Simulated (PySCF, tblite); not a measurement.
# C₅H₁₀O₃: a rotation path, then NMR shifts on frames

How do NMR shifts of C₅H₁₀O₃ (`CCC1OCOCO1`) change as the atoms move?

The runs use tblite 0.8.0 and PySCF 2.14.0, with density-fitted response routines of our own; the level of theory stands in each step. All values are computed, except where a source is named. Atoms count from 0, in the outputs and in this text.

**1. Starting geometry**

18 atoms, charge 0, multiplicity 1; geometry from: GFN2-xTB.

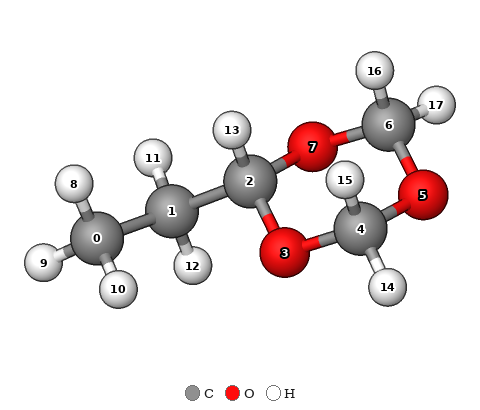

As it starts; carbon grey, oxygen red, hydrogen white, atoms numbered.

**2. A band between two rotamers with GFN2-xTB**

The job: settings as JSON, then the geometry in Å.

```
{"job": {"kind": "neb", "xc": "GFN2-xTB", "basis": "xTB", "atoms": [0, 1, 2, 3], "turn": 120}, "charge": 0, "multiplicity": 1}
C      2.535060     0.220333    -0.439448
C      1.380360    -0.748518    -0.650259
C      0.105672    -0.259660     0.022677
O     -0.339465     0.912433    -0.618464
C     -1.560234     1.330355    -0.089099
O     -2.541282     0.336115    -0.175473
C     -2.091078    -0.828755     0.455085
O     -0.871079    -1.272029    -0.059722
H      2.782663     0.301916     0.616538
H      3.414278    -0.126883    -0.975147
H      2.262605     1.204497    -0.809948
H      1.611204    -1.731902    -0.240787
H      1.164653    -0.857224    -1.712577
H      0.281474    -0.026580     1.098473
H     -1.902394     2.180149    -0.681076
H     -1.424125     1.623107     0.975043
H     -1.988002    -0.641464     1.546202
H     -2.829069    -1.609570     0.266344
```

Method: GFN2-xTB climbing-image nudged elastic band, gas phase.

Started as:

```
$ OMP_NUM_THREADS=1 python probes_run.py task.json out
```

The driver reads the jobs from task.json and runs them one after another.

The program printed:

```text
image   E - E0 / eV
  0      -0.0000
  1       0.0093
  2       0.0271
  3       0.0429
  4       0.0486
  5       0.0413
  6       0.0249
  7       0.0084
  8       0.0001
```

It took 2.4 s on 1 thread of Arm Neoverse V1, shared host; peak memory 0.18 GiB.

The final band, with the dihedral C0–C1–C2–O3:

| image | dihedral (°) | energy (eV) | energy (kcal/mol) |
| --- | --- | --- | --- |
| 0 | 67 | 0.000 | 0.0 |
| 1 | 81 | 0.009 | 0.2 |
| 2 | 94 | 0.027 | 0.6 |
| 3 | 107 | 0.043 | 1.0 |
| 4 | 121 | 0.049 | 1.1 |
| 5 | 134 | 0.041 | 1.0 |
| 6 | 147 | 0.025 | 0.6 |
| 7 | 160 | 0.008 | 0.2 |
| 8 | 172 | 0.000 | 0.0 |

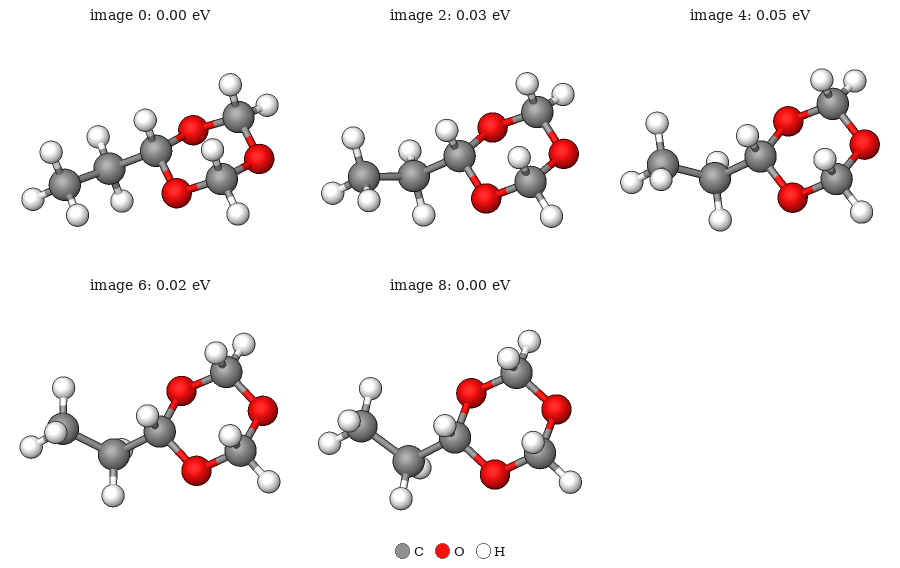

Images along the band.

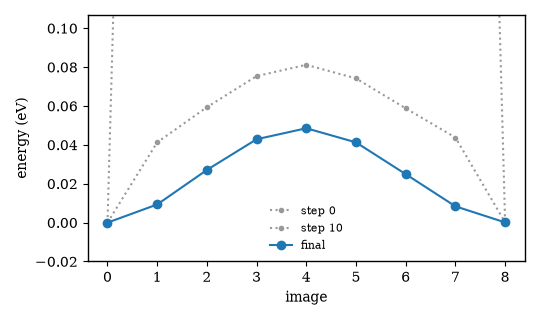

Energy along the band, early and final.

**3. NMR shieldings: image 0, PBE0/pcSseg-1**

The job: settings as JSON, then the geometry in Å.

```
{"job": {"kind": "nmr", "xc": "PBE0", "basis": "pcSseg-1", "pop": false}, "charge": 0, "multiplicity": 1}
C      2.535100     0.220300    -0.439400
C      1.380400    -0.748500    -0.650300
C      0.105700    -0.259700     0.022700
O     -0.339500     0.912400    -0.618500
C     -1.560200     1.330400    -0.089100
O     -2.541300     0.336100    -0.175500
C     -2.091100    -0.828800     0.455100
O     -0.871100    -1.272000    -0.059700
H      2.782700     0.301900     0.616500
H      3.414300    -0.126900    -0.975100
H      2.262600     1.204500    -0.809900
H      1.611200    -1.731900    -0.240800
H      1.164700    -0.857200    -1.712600
H      0.281500    -0.026600     1.098500
H     -1.902400     2.180100    -0.681100
H     -1.424100     1.623100     0.975000
H     -1.988000    -0.641500     1.546200
H     -2.829100    -1.609600     0.266300
```

With the program's defaults for keys left out, this is: GIAO PBE0/pcSseg-1 NMR shielding, non-relativistic, gas phase.

The program printed:

```text
coarse grid: 14888 points
cycle   1  E = -421.4614150969  dE =  1.292e+00  |g| = 9.091e-01  |ddm| = 3.614e+00
cycle   2  E = -421.3460422984  dE =  1.154e-01  |g| = 1.225e+00  |ddm| = 1.374e+00
cycle   3  E = -421.6077273707  dE = -2.617e-01  |g| = 6.855e-02  |ddm| = 8.379e-01
cycle   4  E = -421.6084227159  dE = -6.953e-04  |g| = 2.899e-02  |ddm| = 5.850e-02
cycle   5  E = -421.6086077193  dE = -1.850e-04  |g| = 7.209e-03  |ddm| = 2.660e-02
cycle   6  E = -421.6086185309  dE = -1.081e-05  |g| = 1.905e-03  |ddm| = 5.824e-03
cycle   7  E = -421.6086191024  dE = -5.715e-07  |g| = 6.160e-04  |ddm| = 1.546e-03
final grid: 143384 points
cycle   8  E = -421.6895109624  dE = -5.045e-05  |g| = 1.608e-02  |ddm| = 3.618e-02
cycle   9  E = -421.6894745980  dE =  3.636e-05  |g| = 2.176e-02  |ddm| = 2.069e-02
cycle  10  E = -421.6895573821  dE = -8.278e-05  |g| = 1.098e-03  |ddm| = 1.236e-02
cycle  11  E = -421.6895576514  dE = -2.693e-07  |g| = 1.952e-04  |ddm| = 1.155e-03
cycle  12  E = -421.6895576587  dE = -7.281e-09  |g| = 7.747e-05  |ddm| = 2.026e-04
cycle  13  E = -421.6895576596  dE = -9.608e-10  |g| = 3.175e-05  |ddm| = 7.509e-05
cycle  14  E = -421.6895576598  dE = -1.744e-10  |g| = 4.795e-06  |ddm| = 2.513e-05
converged SCF energy = -421.6895576598

GIAO shielding tensors (ppm)
atom      isotropic    diamagn.    paramagn.     s11        s22        s33       span
  0 C      176.596     246.756     -70.159    167.225    175.130    187.433     20.208
  1 C      154.060     246.950     -92.890    138.571    150.596    173.011     34.440
  2 C       79.673     247.861    -168.188     73.743     77.627     87.648     13.905
  3 O      217.632     401.420    -183.788    170.897    192.261    289.738    118.842
  4 C       90.522     243.528    -153.006     70.724     88.777    112.066     41.343
  5 O      234.381     395.922    -161.541    175.399    199.386    328.359    152.960
  6 C       90.684     243.187    -152.503     71.559     88.635    111.857     40.298
  7 O      214.803     400.148    -185.346    170.971    185.719    287.718    116.746
  8 H       30.992      29.687       1.305     26.623     28.942     37.411     10.788
  9 H       30.702      27.402       3.300     26.069     27.792     38.245     12.176
 10 H       30.495      30.107       0.388     25.350     30.386     35.749     10.399
 11 H       30.122      30.801      -0.679     25.368     29.752     35.248      9.880
 12 H       29.894      31.088      -1.194     25.712     29.568     34.402      8.690
 13 H       27.120      33.506      -6.386     24.954     27.058     29.350      4.396
 14 H       26.304      28.238      -1.934     22.089     25.563     31.260      9.171
 15 H       26.580      30.016      -3.436     21.732     26.846     31.162      9.430
 16 H       26.537      29.596      -3.059     21.782     26.609     31.219      9.436
 17 H       26.315      27.710      -1.395     22.140     25.404     31.400      9.259
```

Wall time 32 s (1 thread of Arm Neoverse V1, shared host); peak memory 0.84 GiB.

Shifts follow as δ = σ(reference) − σ, with reference shieldings (ppm) from runs at the same level and on the same kind of geometry: 1H TMS 31.72, 13C TMS 186.9, 17O H2O 336.1. The references are single molecules in the gas phase, so shifts against H2O, NH3, PH3, H3PO4 or CFCl3 are not on the usual liquid scales and can be off by tens of ppm. Each atom is listed at this fixed geometry, with no averaging over motion; a spectrum would average atoms that exchange fast.

| atoms | environment | σ (ppm) | δ (ppm) |
| --- | --- | --- | --- |
| C2 | sp3 carbon bearing two oxygens | 79.7 | 107.3 |
| C4 | sp3 carbon bearing two oxygens | 90.5 | 96.4 |
| C6 | sp3 carbon bearing two oxygens | 90.7 | 96.2 |
| C1 | sp3 CH2 | 154.1 | 32.9 |
| C0 | methyl carbon | 176.6 | 10.3 |
| H14 | hydrogen on an sp3 carbon bearing two oxygens | 26.30 | 5.41 |
| H17 | hydrogen on an sp3 carbon bearing two oxygens | 26.31 | 5.40 |
| H16 | hydrogen on an sp3 carbon bearing two oxygens | 26.54 | 5.18 |
| H15 | hydrogen on an sp3 carbon bearing two oxygens | 26.58 | 5.14 |
| H13 | hydrogen on an sp3 carbon bearing two oxygens | 27.12 | 4.60 |
| H12 | hydrogen on an sp3 CH2 | 29.89 | 1.82 |
| H11 | hydrogen on an sp3 CH2 | 30.12 | 1.59 |
| H10 | hydrogen on a methyl carbon | 30.49 | 1.22 |
| H9 | hydrogen on a methyl carbon | 30.70 | 1.01 |
| H8 | hydrogen on a methyl carbon | 30.99 | 0.73 |
| O7 | ether oxygen | 214.8 | 121.3 |
| O3 | ether oxygen | 217.6 | 118.4 |
| O5 | ether oxygen | 234.4 | 101.7 |

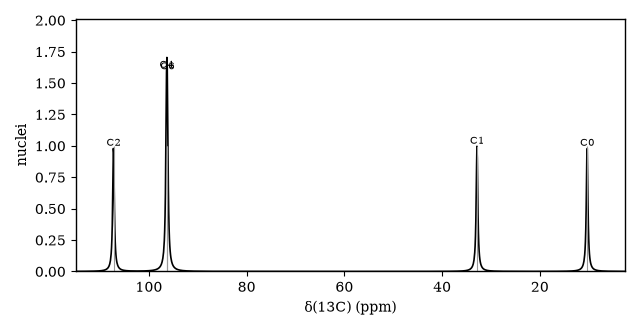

13C lines at the computed shifts, without couplings. Lines are broadened to a width of 0.39 ppm (Lorentzian).

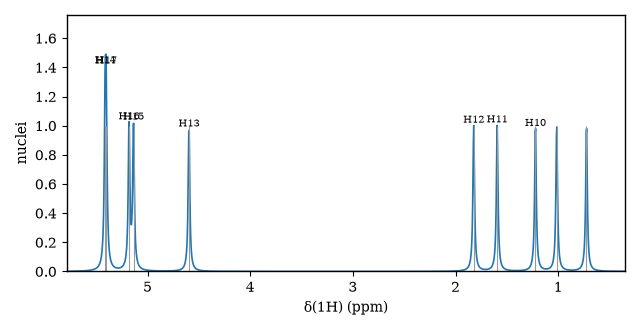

1H lines at the computed shifts, without couplings. Lines are broadened to a width of 0.02 ppm (Lorentzian).

Ring of atoms C2, O3, C4, O5, C6, O7: NICS(0) -2.6, NICS(1) -1.5, NICS(1)zz 2.8 ppm (means of both faces).

The fields below are evaluated on a grid from the run's orbitals.

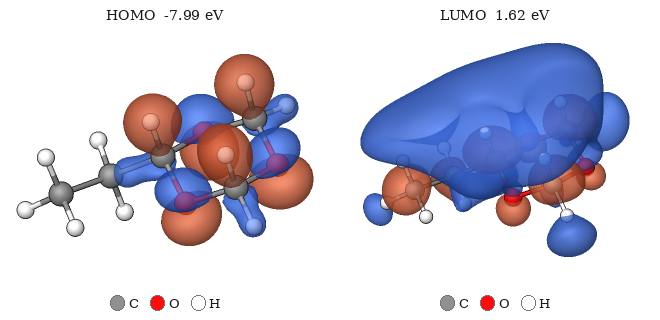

PBE0/pcSseg-1 orbitals near the gap, drawn at the value that encloses 70 % of each; the two colours are the two signs.

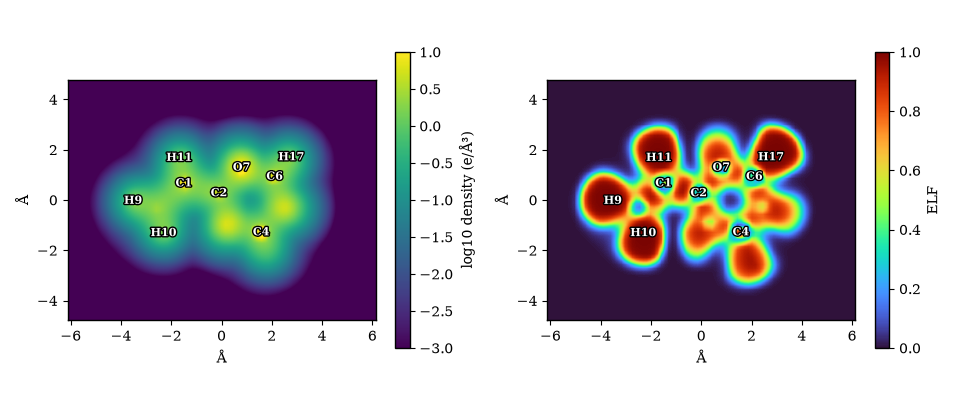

Density (left) and ELF (right) in a plane through or near 9 of the atoms.

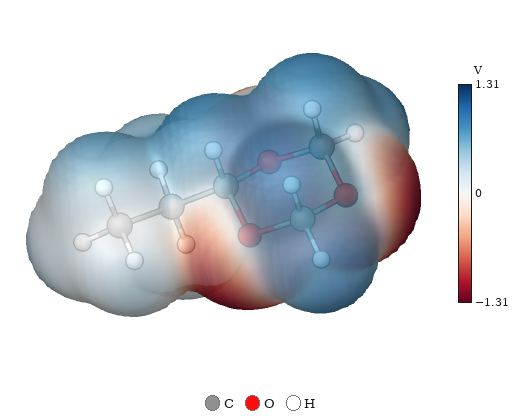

The potential that a unit positive charge feels on the 0.002 e/bohr³ surface, from the 1st to the 99th percentile, from -1.31 V near O5 to 0.88 V near H14.

**4. Nuclear shieldings: image 2, PBE0/pcSseg-1**

The job: settings as JSON, then the geometry in Å.

```
{"job": {"kind": "nmr", "xc": "PBE0", "basis": "pcSseg-1", "pop": false}, "charge": 0, "multiplicity": 1}
C      2.608600     0.070400    -0.280800
C      1.354900    -0.618700    -0.798100
C      0.097600    -0.151800    -0.069900
O     -0.496900     0.894500    -0.801100
C     -1.702900     1.282200    -0.215800
O     -2.598900     0.214200    -0.099200
C     -2.005900    -0.831400     0.616000
O     -0.792900    -1.237200     0.055500
H      2.776300    -0.178300     0.764700
H      3.475400    -0.248400    -0.854000
H      2.511500     1.149000    -0.371600
H      1.424700    -1.698800    -0.670500
H      1.209900    -0.404800    -1.857100
H      0.331600     0.227600     0.951300
H     -2.164800     2.021900    -0.870500
H     -1.504400     1.714200     0.789500
H     -1.846400    -0.515600     1.670500
H     -2.686200    -1.682700     0.569600
```

Method: GIAO PBE0/pcSseg-1 NMR shielding, non-relativistic, gas phase.

The program printed:

```text
coarse grid: 14888 points
cycle   1  E = -421.4589793823  dE =  1.290e+00  |g| = 9.092e-01  |ddm| = 3.615e+00
cycle   2  E = -421.3444543422  dE =  1.145e-01  |g| = 1.223e+00  |ddm| = 1.361e+00
cycle   3  E = -421.6053014828  dE = -2.608e-01  |g| = 6.856e-02  |ddm| = 8.272e-01
cycle   4  E = -421.6059951207  dE = -6.936e-04  |g| = 2.926e-02  |ddm| = 5.870e-02
cycle   5  E = -421.6061870731  dE = -1.920e-04  |g| = 6.928e-03  |ddm| = 2.705e-02
cycle   6  E = -421.6061974669  dE = -1.039e-05  |g| = 1.656e-03  |ddm| = 5.613e-03
cycle   7  E = -421.6061978875  dE = -4.206e-07  |g| = 6.312e-04  |ddm| = 1.386e-03
final grid: 143384 points
cycle   8  E = -421.6868250593  dE = -4.760e-05  |g| = 1.620e-02  |ddm| = 3.650e-02
cycle   9  E = -421.6867872617  dE =  3.780e-05  |g| = 2.203e-02  |ddm| = 2.063e-02
cycle  10  E = -421.6868715236  dE = -8.426e-05  |g| = 1.045e-03  |ddm| = 1.251e-02
cycle  11  E = -421.6868717669  dE = -2.433e-07  |g| = 1.945e-04  |ddm| = 1.091e-03
cycle  12  E = -421.6868717739  dE = -7.055e-09  |g| = 8.438e-05  |ddm| = 2.063e-04
cycle  13  E = -421.6868717751  dE = -1.159e-09  |g| = 3.170e-05  |ddm| = 7.978e-05
cycle  14  E = -421.6868717753  dE = -1.721e-10  |g| = 4.682e-06  |ddm| = 2.529e-05
converged SCF energy = -421.6868717753

GIAO shielding tensors (ppm)
atom      isotropic    diamagn.    paramagn.     s11        s22        s33       span
  0 C      173.986     246.549     -72.563    161.441    174.478    186.038     24.597
  1 C      152.235     247.046     -94.812    134.271    145.641    176.792     42.520
  2 C       77.897     248.122    -170.226     74.712     77.562     81.416      6.704
  3 O      216.236     400.818    -184.582    181.076    190.959    276.672     95.596
  4 C       90.739     243.791    -153.052     70.982     89.142    112.093     41.111
  5 O      236.745     395.707    -158.962    176.989    202.805    330.442    153.454
  6 C       90.863     243.310    -152.446     71.607     88.432    112.551     40.944
  7 O      214.471     400.252    -185.781    180.129    182.996    280.287    100.158
  8 H       30.761      29.653       1.109     26.482     28.957     36.846     10.364
  9 H       30.630      27.288       3.342     25.966     27.733     38.192     12.225
 10 H       30.626      29.858       0.769     26.088     29.683     36.107     10.019
 11 H       30.014      31.088      -1.074     25.192     30.337     34.513      9.321
 12 H       29.765      31.049      -1.283     25.552     29.855     33.890      8.338
 13 H       27.223      33.971      -6.748     25.137     26.592     29.941      4.804
 14 H       26.354      28.121      -1.767     22.173     25.551     31.338      9.164
 15 H       26.614      30.019      -3.405     21.835     26.892     31.116      9.281
 16 H       26.549      29.733      -3.184     21.833     26.696     31.118      9.285
 17 H       26.348      27.858      -1.510     22.206     25.462     31.376      9.170
```

Run time: 24 s. Hardware: 1 thread of Arm Neoverse V1, shared host; peak memory 0.89 GiB.

This run: δ C2 109.0, C4 96.2, C6 96.1, C1 34.7, H17 5.37, H14 5.36 ppm.

[end of part 1 of 2]
